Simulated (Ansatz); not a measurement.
# What a tighter setting buys: kpoints.mp_grid.grid, NbSN (P4/nmm, 6 atoms in the cell)

```xyz
6
Lattice="3.5516 0.0000 0.0000 0.0000 3.5516 0.0000 0.0000 0.0000 6.0531" Properties=species:S:1:pos:R:3 pbc="T T T"
Nb     1.7758     0.0000     1.1264
Nb     0.0000     1.7758     4.9268
S      1.7758     0.0000     3.7315
S      0.0000     1.7758     2.3216
N      1.7758     1.7758     0.0000
N      0.0000     0.0000     0.0000
```

Method of the run: PBEsol, harder PAW files (source: ansatz) made with PBE (plane waves; Ansatz, a program for electronic structure).

Base settings: basis.ecutwfc = 870 eV; kpoints.mp_grid.grid = 6 6 4; hamiltonian.xc = pbesol; hamiltonian.pseudopotentials = {kind: paw, source: ansatz}; scf.occupations.method = fermi_dirac; scf.occupations.width = 0.05 eV.

Misses are taken against the tightest run, 23 23 13, which need not be fully converged itself. The energy is the free energy per atom.

The count of work is k-points × plane waves × bands × iterations; it is no time, and leaves out set-up, grids and terms that scale otherwise. Core times come from one kind of shared machine and are given to one figure; runs under 30 s give none.

The starting cell comes from a database of computed structures (which also holds hypothetical and non-ambient phases and stackings), without a prior relaxation at this level. Its lattice was rescaled by a random factor within 2.5 % of one. Spin polarisation is off. In the base run, with a pressure of about -3 GPa the cell is away from its equilibrium volume at this level. Ansatz's pressure includes its estimate of the finite-basis (Pulay) stress.

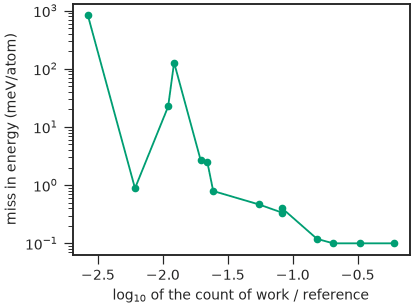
Miss against the count of work; the reference run is not drawn, and misses under 0.1 meV/atom are drawn there.

```tsv
kpoints.mp_grid.grid	energy less reference (meV/atom)	pressure less reference (GPa)	largest difference in the force on any atom (eV/Å)	count of work / reference	core time / reference (rough)
1 1 1	833.48	9.54	6.497	0.0026	–
2 2 1	0.88	-0.08	0.909	0.0061	–
2 2 2	128.03	2.58	0.593	0.012	–
3 3 2	22.49	-0.05	0.254	0.011	–
4 4 2	0.79	-0.22	0.333	0.024	–
4 4 3	-2.71	-0.11	0.110	0.020	–
5 5 3	-2.54	-0.07	0.060	0.022	–
6 6 4	0.47	-0.01	0.019	0.055	–
8 8 5	-0.40	-0.01	0.009	0.082	0.09
9 9 5	-0.34	-0.01	0.012	0.082	–
10 10 6	-0.12	-0.01	0.011	0.15	0.1
12 12 7	-0.02	0.00	0.009	0.21	0.2
15 15 9	0.02	0.00	0.004	0.33	0.3
18 18 11	0.01	0.00	0.001	0.60	0.6
23 23 13	0.00	0.00	0.000	1.0	1
```

Coarsest setting among those run that, with all tighter ones, holds the energy within 20 meV/atom of the reference: 4 4 2, off by 0.79 meV/atom; it needs 0.024 of the reference's count of work. The coarser 2 2 1 also lies inside, but a setting between leaves the range again, so that is luck.

Coarsest setting among those run that, with all tighter ones, holds the energy within 1 meV/atom of the reference: 6 6 4, off by 0.47 meV/atom; it needs 0.055 of the reference's count of work. The coarser 2 2 1 also lies inside, but a setting between leaves the range again, so that is luck.

The step from 3 3 2 to 4 4 2: it takes the miss in the energy from 22 to 0.79 meV/atom, for 2.2 times the count of work.

Keys are those of Ansatz 0.2.
